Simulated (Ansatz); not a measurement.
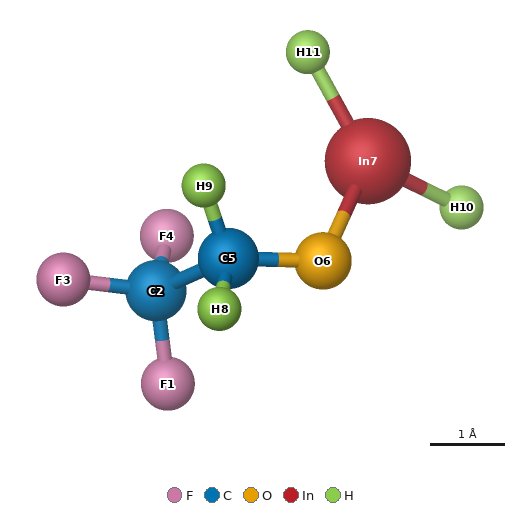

Fig. 1: The starting structure (ball-and-stick view, seen at a tilt; atoms are numbered from 1 in the order of the input). Sticks mark near contacts. Bond lengths as drawn: C–C 1.52 Å, C–F 1.33 to 1.36 Å, C–H 1.10 Å, C–O 1.38 Å, H–In 1.70 to 1.71 Å and In–O 2.02 Å.

# Molecular dynamics of C$_{2}$H$_{4}$F$_{3}$InO

The run: molecular dynamics of C$_{2}$H$_{4}$F$_{3}$InO. Method and program: RKS r2SCAN-rvv10/def2-SVP (Ansatz 0.2.0).

The geometry comes from this level: PBE0-D4/def2-TZVP. Figures and captions count atoms from 1; the log counts them from 0 in places.

### Output
```
Functional definition: r2SCAN+rVV10
  name "r2SCAN+rVV10"
  cite "Furness, Kaplan, Ning, Perdew & Sun, J. Phys. Chem. Lett. 11, 8208 (2020) doi:10.1021/acs.jpclett.0c02405"
  cite "Furness, Kaplan, Ning, Perdew & Sun, J. Phys. Chem. Lett. 11, 9248 (2020) doi:10.1021/acs.jpclett.0c03077"
  cite "Vydrov & Van Voorhis, J. Chem. Phys. 133, 244103 (2010) doi:10.1063/1.3521275"
  cite "Sabatini, Gorni & de Gironcoli, Phys. Rev. B 87, 041108(R) (2013) doi:10.1103/PhysRevB.87.041108"
  cite "Ning et al., Phys. Rev. B 106, 075422 (2022) doi:10.1103/PhysRevB.106.075422"
  parent "r2scan"
  parameter k0 = 0.174
  parameter k1 = 0.065
  parameter a1 = 4.9479
  exchange = r2scan_x(k0 = k0, k1 = k1, a1 = a1)
  correlation = r2scan_c + rvv10(11.95, 0.0093)
1451 factors; their error is unknown
mean field evaluation 1: about -17487.2980 eV, gradient 6.1e1 eV
mean field evaluation 2: about -17411.4666 eV, gradient 1.7e2 eV
mean field evaluation 4: about -17494.2183 eV, gradient 1.2e1 eV
mean field evaluation 8: about -17494.4469 eV, gradient 2.6e-1 eV
mean field evaluation 16: about -17494.3744 eV, gradient 8.9e-4 eV
mean field -17494.37438389 eV, -642.9064004952 hartree, gradient 7.8e-6 eV, S^2 0.000000; 0 other end points of the search recorded, 0 dependent functions left out
the calculation of the forces begins
reference -17494.37439861 eV, -642.9064010361 hartree; 36, 36 occupied and 94, 94 virtual orbitals, 1451 factors
md step     0: t =     0.00 fs  T =   300.0 K  F+E_penalty+E_count = -17494.37438389 eV  E_kin = 0.349002 eV  conserved = -17494.02538190 eV  (30 SCF iters)
these checks for a lower state are left out or cut short: starts, cluster_reference, orbital_swaps, neighbouring_geometries, increment
1451 factors; their error is unknown
mean field -17494.37230991 eV, -642.9063242778 hartree, gradient 1.7e-5 eV, S^2 0.000000; 0 other end points of the search recorded, 0 dependent functions left out
[... from here on the field's lines of each further geometry are left out, up to the last ...]
md step     1: t =     0.50 fs  T =   298.3 K  F+E_penalty+E_count = -17494.37230991 eV  E_kin = 0.346973 eV  conserved = -17494.02533678 eV  (32 SCF iters)
md step     2: t =     1.00 fs  T =   286.0 K  F+E_penalty+E_count = -17494.35778424 eV  E_kin = 0.332658 eV  conserved = -17494.02512676 eV  (32 SCF iters)
md step     3: t =     1.50 fs  T =   265.6 K  F+E_penalty+E_count = -17494.33381880 eV  E_kin = 0.308986 eV  conserved = -17494.02483379 eV  (33 SCF iters)
md step     4: t =     2.00 fs  T =   241.0 K  F+E_penalty+E_count = -17494.30484559 eV  E_kin = 0.280319 eV  conserved = -17494.02452991 eV  (32 SCF iters)
md step     5: t =     2.50 fs  T =   216.0 K  F+E_penalty+E_count = -17494.27557814 eV  E_kin = 0.251320 eV  conserved = -17494.02426695 eV  (32 SCF iters)
md step     6: t =     3.00 fs  T =   194.4 K  F+E_penalty+E_count = -17494.25016425 eV  E_kin = 0.226105 eV  conserved = -17494.02407602 eV  (32 SCF iters)
md step     7: t =     3.50 fs  T =   178.5 K  F+E_penalty+E_count = -17494.23163670 eV  E_kin = 0.207687 eV  conserved = -17494.02397651 eV  (32 SCF iters)
md step     8: t =     4.00 fs  T =   169.9 K  F+E_penalty+E_count = -17494.22158366 eV  E_kin = 0.197648 eV  conserved = -17494.02397699 eV  (32 SCF iters)
md step     9: t =     4.50 fs  T =   168.5 K  F+E_penalty+E_count = -17494.21999776 eV  E_kin = 0.195980 eV  conserved = -17494.02407766 eV  (32 SCF iters)
md step    10: t =     5.00 fs  T =   172.9 K  F+E_penalty+E_count = -17494.22528659 eV  E_kin = 0.201102 eV  conserved = -17494.02426700 eV  (32 SCF iters)
md step    11: t =     5.50 fs  T =   180.6 K  F+E_penalty+E_count = -17494.23448306 eV  E_kin = 0.210075 eV  conserved = -17494.02451742 eV  (32 SCF iters)
md step    12: t =     6.00 fs  T =   188.3 K  F+E_penalty+E_count = -17494.24372059 eV  E_kin = 0.219083 eV  conserved = -17494.02478069 eV  (32 SCF iters)
md step    13: t =     6.50 fs  T =   192.7 K  F+E_penalty+E_count = -17494.24903484 eV  E_kin = 0.224231 eV  conserved = -17494.02498575 eV  (32 SCF iters)
md step    14: t =     7.00 fs  T =   191.4 K  F+E_penalty+E_count = -17494.24748419 eV  E_kin = 0.222657 eV  conserved = -17494.02505187 eV  (32 SCF iters)
md step    15: t =     7.50 fs  T =   183.7 K  F+E_penalty+E_count = -17494.23837233 eV  E_kin = 0.213722 eV  conserved = -17494.02492067 eV  (32 SCF iters)
md step    16: t =     8.00 fs  T =   171.7 K  F+E_penalty+E_count = -17494.22406383 eV  E_kin = 0.199778 eV  conserved = -17494.02460331 eV  (32 SCF iters)
md step    17: t =     8.50 fs  T =   159.8 K  F+E_penalty+E_count = -17494.20970227 eV  E_kin = 0.185857 eV  conserved = -17494.02421122 eV  (32 SCF iters)
md step    18: t =     9.00 fs  T =   152.9 K  F+E_penalty+E_count = -17494.20143099 eV  E_kin = 0.177919 eV  conserved = -17494.02392769 eV  (31 SCF iters)
md step    19: t =     9.50 fs  T =   154.9 K  F+E_penalty+E_count = -17494.20361424 eV  E_kin = 0.180176 eV  conserved = -17494.02390689 eV  (32 SCF iters)
the calculation of the forces begins
reference -17494.21656512 eV, -642.9006007624 hartree; 36, 36 occupied and 94, 94 virtual orbitals, 1451 factors
1451 factors; their error is unknown
mean field evaluation 192: about -17494.2883 eV, gradient 6.9e-2 eV
mean field -17494.21655053 eV, -642.9006002261 hartree, gradient 1.6e-5 eV, S^2 0.000000; 1 other end points of the search recorded, 0 dependent functions left out
the calculation of the forces begins
reference -17494.21656512 eV, -642.9006007624 hartree; 36, 36 occupied and 94, 94 virtual orbitals, 1451 factors
md step    20: t =    10.00 fs  T =   165.8 K  F+E_penalty+E_count = -17494.21655053 eV  E_kin = 0.192911 eV  conserved = -17494.02416852 eV  (31 SCF iters)
```

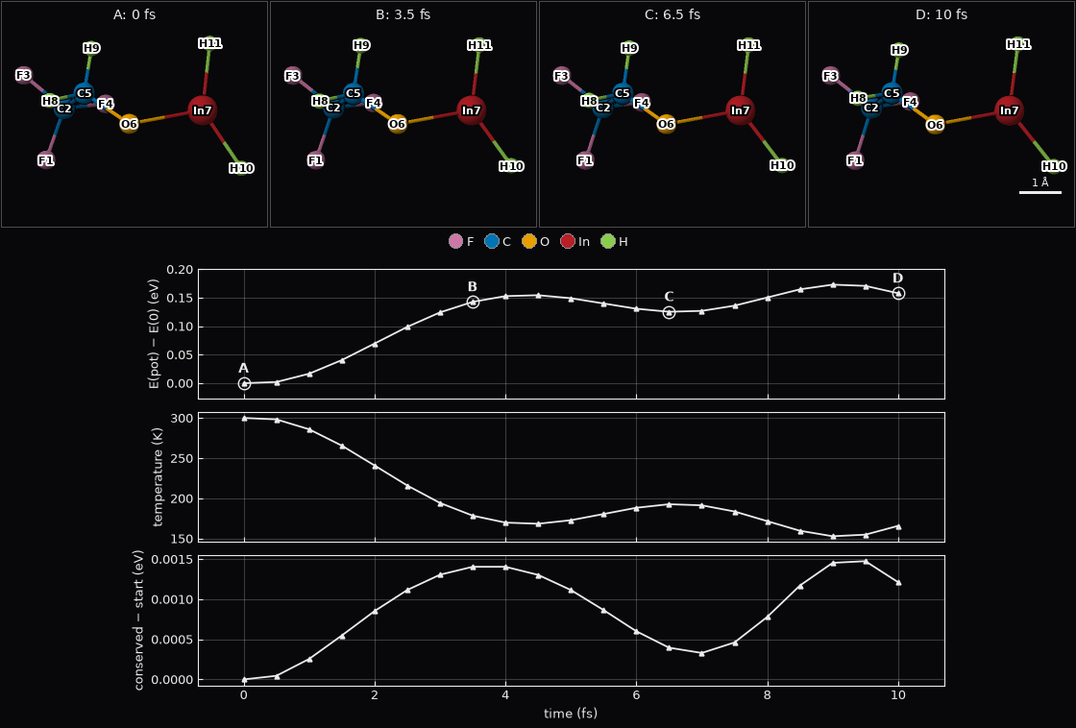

Fig. 2: Frames of the molecular dynamics (ball-and-stick, seen at a tilt) above the curves, on which the letters mark them. The trajectory kept here has 21 frames over 10 fs. The temperature starts at 300 K, ranges from 153 to 300 K and averages 174 K over the second half. The potential energy ends 0.158 eV above its first value. The conserved quantity stays within 0.0015 eV. After an unweighted best fit of the last frame on the first, the root-mean-square displacement is 0.07 Å, and H10 has moved furthest (0.11 Å).

```
Total energy: -17494.21656512 eV, -642.9006007624 hartree
Atom 0 at     0.280193    -0.618018     2.126920 Å, force    -0.108938    -0.279928    -0.024665 eV/Å
Atom 1 at    -0.387846    -0.870871     0.984252 Å, force     0.278428    -0.021434     1.150035 eV/Å
Atom 2 at    -1.383222    -1.720437     1.231630 Å, force    -0.598622    -0.000167     0.438031 eV/Å
Atom 3 at     0.438875    -1.549434     0.185225 Å, force     1.118451    -0.194317    -0.820044 eV/Å
Atom 4 at    -0.858720     0.386324     0.346757 Å, force     0.249513     0.553283     0.864997 eV/Å
Atom 5 at     0.160825     1.250193     0.040540 Å, force     0.544673     0.056849    -0.381580 eV/Å
Atom 6 at     1.364670     0.755128    -1.526598 Å, force     0.355690    -0.068173    -0.256500 eV/Å
Atom 7 at    -1.539533     0.869670     1.048187 Å, force    -0.458632     0.110488     0.393449 eV/Å
Atom 8 at    -1.438610     0.010295    -0.460516 Å, force    -1.050875    -0.209750    -1.637627 eV/Å
Atom 9 at     2.953104     1.463779    -1.458930 Å, force    -0.353148    -0.089852     0.082060 eV/Å
Atom 10 at     0.586141    -0.219572    -2.738451 Å, force     0.023459     0.143001     0.191844 eV/Å
Dipole moment:     0.021792     0.110782    -0.448433 e Å
```

### Trajectory as extended XYZ (Å, eV, eV/Å), 9 of the 21 frames kept, from step=0 to step=20
```
11
Properties=species:S:1:pos:R:3:forces:R:3 step=0 time_fs=0.0 energy=-17494.37438 temperature=300.0
F     0.2491   -0.6663    2.1552    0.1265   0.1022   0.1988
C    -0.3867   -0.8647    1.0019   -0.1054   0.1335   0.0372
F    -1.3855   -1.7223    1.2251   -0.2210  -0.1391   0.0101
F     0.4966   -1.4905    0.1790    0.2344  -0.0470  -0.2789
C    -0.8806    0.4218    0.3685    0.2608  -0.0505   0.0324
O     0.1692    1.2410    0.0191   -0.0002   0.1626   0.2501
In    1.3633    0.7488   -1.5320    0.1582  -0.1379  -0.1780
H    -1.5259    0.9089    1.1112   -0.2233   0.1193   0.2279
H    -1.5200    0.1161   -0.4757   -0.2525  -0.1351  -0.2439
H     2.9021    1.4415   -1.3277    0.0684   0.0387   0.0210
H     0.5183   -0.1343   -2.7246   -0.0459  -0.0468  -0.0767
11
Properties=species:S:1:pos:R:3:forces:R:3 step=2 time_fs=1.0 energy=-17494.35778 temperature=286.0
F     0.2522   -0.6614    2.1524    0.0755   0.0562   0.1160
C    -0.3873   -0.8656    0.9958   -0.0259   0.1199   0.4439
F    -1.3843   -1.7219    1.2255   -0.2909  -0.1268   0.0299
F     0.4891   -1.4959    0.1813    0.3998  -0.1105  -0.4388
C    -0.8741    0.4181    0.3689   -0.5554  -0.1255  -0.6323
O     0.1673    1.2416    0.0216    0.1177   0.1370   0.1316
In    1.3634    0.7495   -1.5314    0.0389  -0.1551  -0.1257
H    -1.5219    0.9198    1.1093   -0.1715  -0.0765   0.0646
H    -1.5278    0.0813   -0.4990    0.2792   0.2546   0.4954
H     2.8904    1.4343   -1.3456    0.2632   0.1386   0.0668
H     0.5336   -0.1365   -2.7184   -0.1305  -0.1119  -0.1514
11
Properties=species:S:1:pos:R:3:forces:R:3 step=5 time_fs=2.5 energy=-17494.27558 temperature=216.0
F     0.2571   -0.6539    2.1484    0.0034  -0.0105   0.0015
C    -0.3882   -0.8668    0.9876    0.0748   0.0883   0.9997
F    -1.3827   -1.7215    1.2261   -0.3868  -0.1029   0.0659
F     0.4783   -1.5040    0.1843    0.6416  -0.2034  -0.6626
C    -0.8654    0.4123    0.3685   -1.4377  -0.0768  -1.1110
O     0.1647    1.2427    0.0256    0.2841   0.1010  -0.0448
In    1.3637    0.7505   -1.5306   -0.1148  -0.1780  -0.0610
H    -1.5187    0.9341    1.1070   -0.0590  -0.3721  -0.1834
H    -1.5336    0.0347   -0.5238    0.7242   0.6792   1.1079
H     2.8780    1.4262   -1.3712    0.4973   0.2606   0.1186
H     0.5539   -0.1420   -2.7121   -0.2272  -0.1852  -0.2309
11
Properties=species:S:1:pos:R:3:forces:R:3 step=8 time_fs=4.0 energy=-17494.22158 temperature=169.9
F     0.2619   -0.6464    2.1444   -0.0571  -0.0756  -0.0877
C    -0.3890   -0.8679    0.9811    0.1654   0.0686   1.4470
F    -1.3816   -1.7211    1.2268   -0.4739  -0.0813   0.1118
F     0.4682   -1.5124    0.1866    0.8546  -0.2818  -0.8461
C    -0.8591    0.4064    0.3661   -1.8109   0.0403  -1.1039
O     0.1624    1.2439    0.0295    0.4516   0.0905  -0.2161
In    1.3639    0.7515   -1.5298   -0.1793  -0.1788  -0.0260
H    -1.5169    0.9406    1.1011   -0.0142  -0.5498  -0.2948
H    -1.5245    0.0023   -0.5256    0.7515   0.8654   1.1205
H     2.8761    1.4237   -1.3942    0.5768   0.3096   0.1405
H     0.5694   -0.1514   -2.7106   -0.2646  -0.2071  -0.2451
11
Properties=species:S:1:pos:R:3:forces:R:3 step=10 time_fs=5.0 energy=-17494.22529 temperature=172.9
F     0.2651   -0.6415    2.1416   -0.0885  -0.1184  -0.1276
C    -0.3894   -0.8685    0.9782    0.2250   0.0679   1.6615
F    -1.3811   -1.7209    1.2274   -0.5261  -0.0700   0.1490
F     0.4620   -1.5182    0.1876    0.9691  -0.3181  -0.9346
C    -0.8568    0.4025    0.3634   -1.7553   0.1148  -0.8918
O     0.1611    1.2448    0.0319    0.5585   0.0999  -0.3201
In    1.3640    0.7521   -1.5292   -0.1548  -0.1627  -0.0254
H    -1.5159    0.9386    1.0937   -0.0536  -0.5641  -0.2586
H    -1.5094   -0.0092   -0.5135    0.5568   0.8468   0.8216
H     2.8817    1.4256   -1.4079    0.5213   0.2912   0.1389
H     0.5767   -0.1601   -2.7125   -0.2522  -0.1871  -0.2128
11
Properties=species:S:1:pos:R:3:forces:R:3 step=12 time_fs=6.0 energy=-17494.24372 temperature=188.3
F     0.2682   -0.6366    2.1388   -0.1119  -0.1599  -0.1494
C    -0.3896   -0.8691    0.9766    0.2814   0.0731   1.7904
F    -1.3810   -1.7208    1.2280   -0.5708  -0.0606   0.1921
F     0.4562   -1.5241    0.1881    1.0556  -0.3362  -0.9894
C    -0.8558    0.3987    0.3600   -1.4342   0.2086  -0.5005
O     0.1603    1.2457    0.0342    0.6469   0.1155  -0.4061
In    1.3642    0.7527   -1.5287   -0.0815  -0.1370  -0.0449
H    -1.5155    0.9312    1.0839   -0.1472  -0.4919  -0.1392
H    -1.4892   -0.0127   -0.4937    0.1865   0.6936   0.2696
H     2.8922    1.4303   -1.4203    0.3894   0.2367   0.1285
H     0.5815   -0.1706   -2.7164   -0.2142  -0.1419  -0.1512
11
Properties=species:S:1:pos:R:3:forces:R:3 step=15 time_fs=7.5 energy=-17494.23837 temperature=183.7
F     0.2728   -0.6294    2.1345   -0.1304  -0.2156  -0.1447
C    -0.3894   -0.8698    0.9769    0.3397   0.0719   1.7829
F    -1.3812   -1.7206    1.2291   -0.6150  -0.0454   0.2702
F     0.4486   -1.5333    0.1880    1.1291  -0.3226  -0.9991
C    -0.8563    0.3933    0.3542   -0.5344   0.4444   0.3838
O     0.1597    1.2473    0.0371    0.7080   0.1275  -0.4780
In    1.3643    0.7536   -1.5279    0.0835  -0.0957  -0.1077
H    -1.5179    0.9118    1.0673   -0.3417  -0.2628   0.1328
H    -1.4571   -0.0065   -0.4615   -0.6184   0.2256  -0.9228
H     2.9143    1.4413   -1.4366    0.1064   0.1141   0.1066
H     0.5852   -0.1887   -2.7248   -0.1268  -0.0413  -0.0240
11
Properties=species:S:1:pos:R:3:forces:R:3 step=18 time_fs=9.0 energy=-17494.20143 temperature=152.9
F     0.2773   -0.6225    2.1300   -0.1262  -0.2587  -0.0900
C    -0.3887   -0.8705    0.9804    0.3312   0.0330   1.4936
F    -1.3822   -1.7205    1.2305   -0.6202  -0.0224   0.3660
F     0.4424   -1.5429    0.1867    1.1399  -0.2596  -0.9188
C    -0.8579    0.3888    0.3492    0.2524   0.6291   1.0333
O     0.1601    1.2490    0.0394    0.6496   0.1008  -0.4541
In    1.3645    0.7545   -1.5271    0.2579  -0.0707  -0.1957
H    -1.5276    0.8868    1.0534   -0.4778  -0.0049   0.3604
H    -1.4380    0.0047   -0.4488   -1.1868  -0.2032  -1.7956
H     2.9387    1.4548   -1.4507   -0.1887  -0.0165   0.0886
H     0.5860   -0.2076   -2.7337   -0.0312   0.0729   0.1122
11
Properties=species:S:1:pos:R:3:forces:R:3 step=20 time_fs=10.0 energy=-17494.21655 temperature=165.8
F     0.2802   -0.6180    2.1269   -0.1089  -0.2799  -0.0247
C    -0.3878   -0.8709    0.9843    0.2784  -0.0214   1.1500
F    -1.3832   -1.7204    1.2316   -0.5986  -0.0002   0.4380
F     0.4389   -1.5494    0.1852    1.1185  -0.1943  -0.8200
C    -0.8587    0.3863    0.3468    0.2495   0.5533   0.8650
O     0.1608    1.2502    0.0405    0.5447   0.0568  -0.3816
In    1.3647    0.7551   -1.5266    0.3557  -0.0682  -0.2565
H    -1.5395    0.8697    1.0482   -0.4586   0.1105   0.3934
H    -1.4386    0.0103   -0.4605   -1.0509  -0.2097  -1.6376
H     2.9531    1.4638   -1.4589   -0.3531  -0.0899   0.0821
H     0.5861   -0.2196   -2.7385    0.0235   0.1430   0.1918
```

The run was set up as follows.

### The input
```yaml
crystal:
  periodic: [false, false, false]
  atoms:
    - {symbol: F, position_ang: [0.249067, -0.666329, 2.155169]}
    - {symbol: C, position_ang: [-0.386677, -0.864663, 1.001854]}
    - {symbol: F, position_ang: [-1.385531, -1.722317, 1.225130]}
    - {symbol: F, position_ang: [0.496644, -1.490536, 0.178973]}
    - {symbol: C, position_ang: [-0.880594, 0.421841, 0.368531]}
    - {symbol: O, position_ang: [0.169246, 1.241036, 0.019071]}
    - {symbol: In, position_ang: [1.363274, 0.748772, -1.531984]}
    - {symbol: H, position_ang: [-1.525877, 0.908942, 1.111245]}
    - {symbol: H, position_ang: [-1.519951, 0.116056, -0.475699]}
    - {symbol: H, position_ang: [2.902078, 1.441487, -1.327730]}
    - {symbol: H, position_ang: [0.518312, -0.134269, -2.724571]}
basis:
  gaussian: {orbitals: def2-SVP}
hamiltonian: {xc: {name: r2SCAN}, dispersion: rvv10}
md: {timestep: 0.5 fs, n_steps: 20, ensemble: nvt_nose_hoover, temperature: 300, initial_velocities: maxwell_boltzmann, seed: 501}
```

Command:
```bash
ansatz run in.yaml --threads 4 --pin off --events-out ev --progress --plain --max-ram 11315MiB
```

### Summary

- outcome: finished
- mean temperature over the second half: 174 K
- trajectory: 20 steps, 10 fs
- ensemble: nvt_nose_hoover
- temperature in the input: 300 K
- time step: 0.5 fs
- potential energy (last step): −17494.2166 eV
- SCF solution under orbital rotations (last step): stable
- largest force (length of the vector) (last step): 1.957 eV/Å
- dipole moment (last step): 2.22 D
- hardware: 4 threads of Arm Neoverse V1, 23 GiB of memory available, shared host
- wall time: 2.3 min (CPU time 8.8 min)
- peak memory: 0.59 GiB

### Remarks

So short a trajectory is not equilibrated. The temperature stays far from the 300 K of the thermostat over the second half: the run isn't equilibrated.
